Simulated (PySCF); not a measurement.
Run report: C₂H₁₀O₃Si₂, spin–spin coupling calculation

The run: spin–spin coupling calculation of C₂H₁₀O₃Si₂, SMILES CO[SiH2]O[SiH2]OC. Method and program: KT2/6-31G indirect spin-spin coupling, non-relativistic, gas phase (PySCF 2.14.0).

Some settings of this run were made unusual or wrong on purpose. The geometry comes from this level: GFN2-xTB. Figures and captions count atoms from 1; the log counts them from 0 in places.

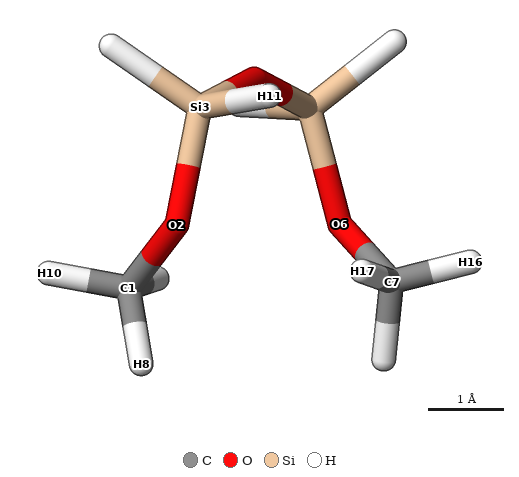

The structure (stick view, seen at a tilt; atoms are numbered from 1 in the order of the input). Bond lengths as drawn: C–H 1.09 Å, C–O 1.40 Å, H–Si 1.45 to 1.46 Å and O–Si 1.62 Å.

### Input file
```
{"job": {"kind": "j", "xc": "KT2", "basis": "6-31G", "scf": {"level_shift": 2.0, "max_cycle": 95}}, "charge": 0, "multiplicity": 1}
C      1.854347     1.046525    -0.518239
O      1.531222     0.734470     0.806236
Si     1.180628    -0.702959     1.464984
O      0.019146    -1.501565     0.663767
Si    -1.148264    -1.587252    -0.458004
O     -1.544565    -0.140230    -1.067745
C     -1.886274     1.040221    -0.399974
H      1.811178     2.131501    -0.628179
H      1.147513     0.581913    -1.210457
H      2.862644     0.701855    -0.759800
H      0.667549    -0.261719     2.749186
H      2.297998    -1.640890     1.448461
H     -2.243672    -2.239495     0.251388
H     -0.625077    -2.221134    -1.655018
H     -1.873983     1.852919    -1.128297
H     -2.885902     0.960546     0.033937
H     -1.171487     1.257324     0.397843
```

The first line tells a small driver script what to run in PySCF; the rest is the geometry in Å.

Machine: 1 CPU thread, shared host.

Command:
```bash
OMP_NUM_THREADS=1 python <driver script> task.json out
```

### What the program printed
```
final grid: 133616 points
cycle   1  E = -895.9065810782  dE =  1.336e+00  |g| = 1.335e+00  |ddm| = 3.464e+00
cycle   2  E = -896.2871361002  dE = -3.806e-01  |g| = 5.092e-01  |ddm| = 8.129e-01
cycle   3  E = -896.3539588446  dE = -6.682e-02  |g| = 3.390e-01  |ddm| = 3.570e-01
cycle   4  E = -896.3820709703  dE = -2.811e-02  |g| = 2.471e-01  |ddm| = 2.426e-01
cycle   5  E = -896.3974078919  dE = -1.534e-02  |g| = 1.793e-01  |ddm| = 1.745e-01
cycle   6  E = -896.4053651393  dE = -7.957e-03  |g| = 1.352e-01  |ddm| = 1.335e-01
cycle   7  E = -896.4097561530  dE = -4.391e-03  |g| = 1.051e-01  |ddm| = 9.965e-02
cycle   8  E = -896.4123509199  dE = -2.595e-03  |g| = 8.265e-02  |ddm| = 7.729e-02
cycle   9  E = -896.4139228521  dE = -1.572e-03  |g| = 6.635e-02  |ddm| = 6.065e-02
cycle  10  E = -896.4149320318  dE = -1.009e-03  |g| = 5.267e-02  |ddm| = 4.744e-02
[... 44 cycles left out ...]
cycle  55  E = -896.4168659586  dE = -2.011e-09  |g| = 9.239e-05  |ddm| = 5.579e-05
cycle  56  E = -896.4168659602  dE = -1.572e-09  |g| = 8.155e-05  |ddm| = 4.932e-05
cycle  57  E = -896.4168659614  dE = -1.233e-09  |g| = 7.216e-05  |ddm| = 4.350e-05
cycle  58  E = -896.4168659623  dE = -9.497e-10  |g| = 6.370e-05  |ddm| = 3.842e-05
cycle  59  E = -896.4168659631  dE = -7.594e-10  |g| = 5.627e-05  |ddm| = 3.400e-05
cycle  60  E = -896.4168659637  dE = -5.944e-10  |g| = 4.949e-05  |ddm| = 3.003e-05
cycle  61  E = -896.4168659641  dE = -4.497e-10  |g| = 4.372e-05  |ddm| = 2.658e-05
cycle  62  E = -896.4168659645  dE = -3.711e-10  |g| = 3.871e-05  |ddm| = 2.353e-05
cycle  63  E = -896.4168659648  dE = -2.794e-10  |g| = 3.421e-05  |ddm| = 2.080e-05
cycle  64  E = -896.4168659650  dE = -2.235e-10  |g| = 3.024e-05  |ddm| = 1.840e-05
level shift removed, Fock matrix diagonalised once more
converged SCF energy = -896.4168659650

Indirect spin-spin couplings (Hz)
  i      j    bonds     total        FC       PSO       DSO        SD
  0 C    1 O    1     13.489    14.923    -1.279    -0.156         -
  0 C    2 Si   2      3.732     3.370     0.375     0.044    -0.057
  0 C    3 O    3      0.196     0.195     0.004    -0.003         -
  0 C    5 O    5     -0.252    -0.268     0.039    -0.023         -
  0 C    7 H    1    157.085   155.881     0.321     0.882         -
  0 C    8 H    1    146.392   145.039     0.355     0.998         -
  0 C    9 H    1    146.118   144.826     0.390     0.902         -
  0 C   10 H    3      6.937     7.389     0.043    -0.495         -
  0 C   11 H    3     -0.383    -0.255     0.023    -0.152         -
  0 C   12 H    5     -0.245    -0.005     0.046    -0.286         -
  0 C   15 H    7     -0.206    -0.092     0.075    -0.190         -
  0 C   16 H    7      0.197    -0.011    -0.066     0.274         -
  1 O    2 Si   1    -33.955   -27.896    -6.206     0.082     0.065
  1 O    4 Si   3      0.030     0.135    -0.099    -0.008     0.002
  1 O    6 C    5     -0.261    -0.278     0.039    -0.023         -
  1 O    7 H    2    -11.146   -10.350    -0.817     0.022         -
  1 O    8 H    2     -1.290    -0.651    -0.643     0.003         -
  1 O    9 H    2     -2.359    -1.736    -0.668     0.044         -
  1 O   10 H    2    -24.465   -24.638     0.175    -0.001         -
  1 O   11 H    2     -2.857    -3.268     0.255     0.157         -
  1 O   13 H    4      0.154     0.066     0.012     0.076         -
  1 O   16 H    6     -0.277    -0.111     0.136    -0.301         -
  2 Si   3 O    1    -22.462   -17.599    -5.111     0.093     0.154
  2 Si   4 Si   2     -5.693    -5.833    -0.013    -0.040     0.194
  2 Si   5 O    3      0.031     0.136    -0.098    -0.008     0.002
  2 Si   7 H    3    -12.689   -12.738    -0.200     0.357    -0.108
  2 Si   8 H    3     -3.005    -3.053     0.048     0.003    -0.002
  2 Si   9 H    3      0.022    -0.160     0.093     0.099    -0.011
  2 Si  10 H    1   -250.521  -251.069     1.560    -0.521    -0.491
  2 Si  11 H    1   -229.182  -229.770     1.594    -0.511    -0.494
  2 Si  12 H    3     -3.174    -3.275    -0.076     0.222    -0.046
  2 Si  13 H    3     -0.197    -0.298    -0.062     0.190    -0.028
  2 Si  16 H    5     -0.201    -0.091     0.067    -0.213     0.037
  3 O    4 Si   1    -22.432   -17.569    -5.112     0.093     0.155
  3 O    6 C    3      0.189     0.188     0.005    -0.003         -
  3 O    7 H    4      0.227     0.126    -0.031     0.132         -
  3 O    8 H    4     -0.989    -0.846     0.044    -0.188         -
  3 O    9 H    4     -0.513    -0.537    -0.036     0.061         -
  3 O   10 H    2     -9.724    -9.904     0.106     0.074         -
  3 O   11 H    2    -15.899   -16.075     0.168     0.008         -
  3 O   12 H    2    -15.970   -16.145     0.165     0.009         -
  3 O   13 H    2     -9.593    -9.774     0.107     0.074         -
  3 O   14 H    4      0.232     0.131    -0.031     0.132         -
  3 O   15 H    4     -0.502    -0.526    -0.035     0.059         -
  3 O   16 H    4     -0.984    -0.840     0.045    -0.189         -
  4 Si   5 O    1    -33.863   -27.818    -6.193     0.082     0.065
  4 Si   6 C    2      3.720     3.356     0.376     0.044    -0.057
  4 Si   8 H    5     -0.201    -0.092     0.068    -0.213     0.037
  4 Si  10 H    3     -0.264    -0.365    -0.063     0.193    -0.028
  4 Si  11 H    3     -3.082    -3.182    -0.075     0.220    -0.045
  4 Si  12 H    1   -229.409  -229.998     1.594    -0.511    -0.495
  4 Si  13 H    1   -250.286  -250.835     1.560    -0.521    -0.490
  4 Si  14 H    3    -12.689   -12.738    -0.200     0.357    -0.108
  4 Si  15 H    3      0.034    -0.149     0.094     0.099    -0.010
  4 Si  16 H    3     -2.987    -3.034     0.046     0.004    -0.003
  5 O    6 C    1     13.451    14.882    -1.276    -0.156         -
  5 O    8 H    6     -0.276    -0.112     0.135    -0.299         -
  5 O   10 H    4      0.153     0.065     0.012     0.077         -
  5 O   12 H    2     -2.941    -3.350     0.253     0.156         -
  5 O   13 H    2    -24.394   -24.568     0.174     0.000         -
  5 O   14 H    2    -11.144   -10.348    -0.817     0.021         -
  5 O   15 H    2     -2.362    -1.739    -0.666     0.044         -
  5 O   16 H    2     -1.268    -0.626    -0.646     0.003         -
  6 C    8 H    7      0.196    -0.012    -0.066     0.273         -
  6 C    9 H    7     -0.208    -0.093     0.075    -0.190         -
  6 C   11 H    5     -0.241    -0.002     0.046    -0.286         -
  6 C   12 H    3     -0.419    -0.289     0.024    -0.155         -
  6 C   13 H    3      6.882     7.333     0.043    -0.494         -
  6 C   14 H    1    157.031   155.828     0.321     0.883         -
  6 C   15 H    1    146.184   144.894     0.389     0.902         -
  6 C   16 H    1    146.404   145.053     0.353     0.998         -
  7 H    8 H    2    -17.744   -16.672     0.907    -1.979         -
  7 H    9 H    2    -18.305   -17.061     1.005    -2.250         -
  7 H   10 H    4     -1.701    -0.714     0.295    -1.282         -
  7 H   11 H    4     -1.308    -0.191     0.411    -1.528         -
  7 H   12 H    6     -0.848     0.016     0.256    -1.120         -
  7 H   13 H    6     -0.412     0.012     0.196    -0.619         -
  7 H   14 H    8      0.467     0.012    -0.218     0.673         -
  7 H   15 H    8     -0.339     0.047     0.266    -0.652         -
  7 H   16 H    8      0.674     0.010    -0.343     1.008         -
  8 H    9 H    2    -16.558   -15.598     0.926    -1.886         -
  8 H   10 H    4     -2.438    -1.094     0.249    -1.593         -
  8 H   11 H    4     -0.345     0.188     0.068    -0.601         -
  8 H   12 H    6     -0.988     0.026     0.092    -1.106         -
  8 H   13 H    6      0.825    -0.019    -0.416     1.259         -
  8 H   14 H    8      0.670     0.010    -0.341     1.000         -
  8 H   15 H    8     -0.492    -0.050     0.286    -0.728         -
  8 H   16 H    8      0.945    -0.090    -0.569     1.604         -
  9 H   10 H    4     -2.566    -1.159     0.335    -1.741         -
  9 H   11 H    4      0.902     0.618    -0.204     0.488         -
  9 H   12 H    6     -0.936    -0.016     0.251    -1.172         -
  9 H   14 H    8     -0.339     0.047     0.267    -0.654         -
  9 H   15 H    8     -0.765    -0.045     0.418    -1.138         -
  9 H   16 H    8     -0.493    -0.050     0.286    -0.729         -
 10 H   11 H    2     34.075    36.262     0.172    -2.359         -
 10 H   12 H    4     -0.869    -0.524     0.012    -0.358         -
 10 H   13 H    4      0.547     1.890     0.224    -1.567         -
 10 H   14 H    6     -0.416     0.010     0.197    -0.624         -
 10 H   16 H    6      0.816    -0.019    -0.413     1.248         -
 11 H   13 H    4     -0.851    -0.517     0.009    -0.343         -
 11 H   14 H    6     -0.849     0.015     0.257    -1.120         -
 11 H   15 H    6     -0.938    -0.016     0.251    -1.173         -
 11 H   16 H    6     -0.991     0.024     0.092    -1.107         -
 12 H   13 H    2     34.276    36.463     0.172    -2.359         -
 12 H   14 H    4     -1.296    -0.178     0.411    -1.528         -
 12 H   15 H    4      0.918     0.637    -0.203     0.484         -
 12 H   16 H    4     -0.348     0.198     0.072    -0.619         -
 13 H   14 H    4     -1.710    -0.725     0.294    -1.278         -
 13 H   15 H    4     -2.555    -1.145     0.336    -1.746         -
 13 H   16 H    4     -2.429    -1.094     0.247    -1.582         -
 14 H   15 H    2    -18.216   -16.965     1.007    -2.258         -
 14 H   16 H    2    -17.809   -16.743     0.904    -1.969         -
 15 H   16 H    2    -16.539   -15.580     0.925    -1.885         -
```

### Outcome

- outcome: converged
- total energy: −896.416866 hartree
- HOMO: −6.55 eV
- LUMO: 0.11 eV
- dipole moment: 0.48 D
- wall time: 92 s
- peak memory: 0.49 GiB

### Diagnosis

Some settings of this run were drawn to be unusual or wrong. It converged; results that depend on the unusual settings are not reference values.
